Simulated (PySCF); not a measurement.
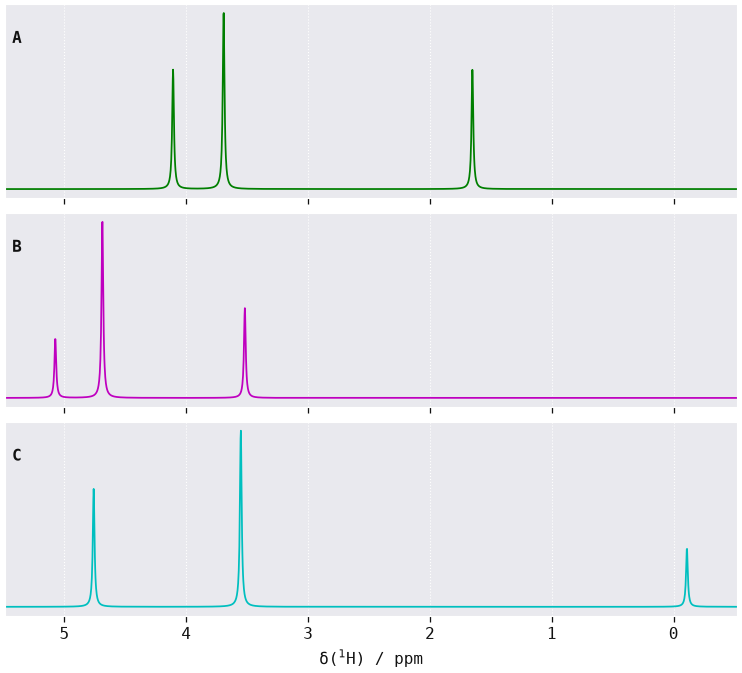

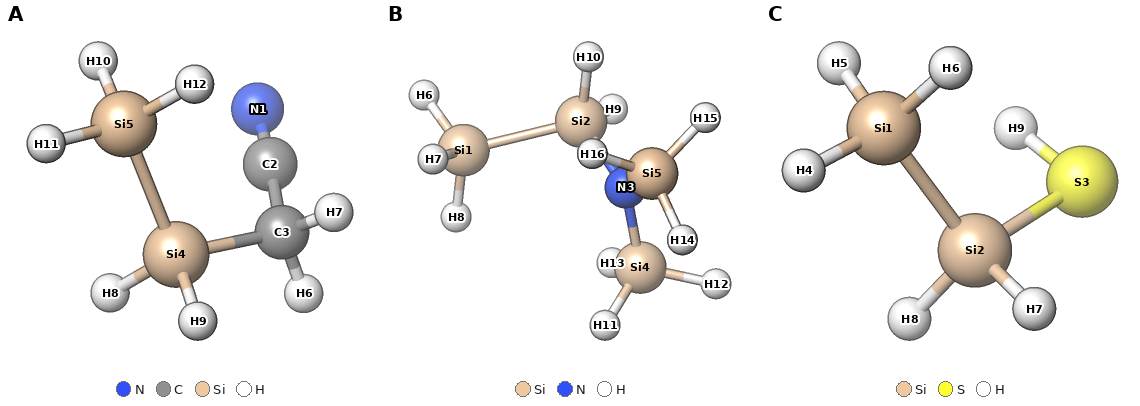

Related molecules: A is C₂H₇NSi₂, SMILES N#CC[SiH2][SiH3]; B is Si₄NH₁₁, SMILES [SiH3][SiH2]N([SiH3])[SiH3]; C is Si₂H₆S, SMILES [SiH3][SiH2]S. GIAO ¹H shifts against TMS, PBE0/pcSseg-1 in PySCF, at a PBE0-D3(BJ)/def2-SVP geometry (no frequency check); fully decoupled, line heights follow the number of nuclei within a panel, widths are arbitrary (no quadrupolar broadening); values of one conformer, averaged over nuclei that symmetry, rotation about single bonds or inversion at nitrogen exchange, these motions taken as fast; other conformers aren't averaged in. Protons on N, O or S are those of the isolated molecule, without hydrogen bonds to neighbours or exchange.

Question: Assign the ¹H signals of each molecule.

Answer: A: 4.11 (H8, H9); 3.69 (H10, H11, H12); 1.65 (H6, H7)
B: 5.08 (H9, H10); 4.69 (H11, H12, H13, H14, H15, H16); 3.52 (H6, H7, H8)
C: 4.76 (H7, H8); 3.55 (H4, H5, H6); −0.11 (H9)
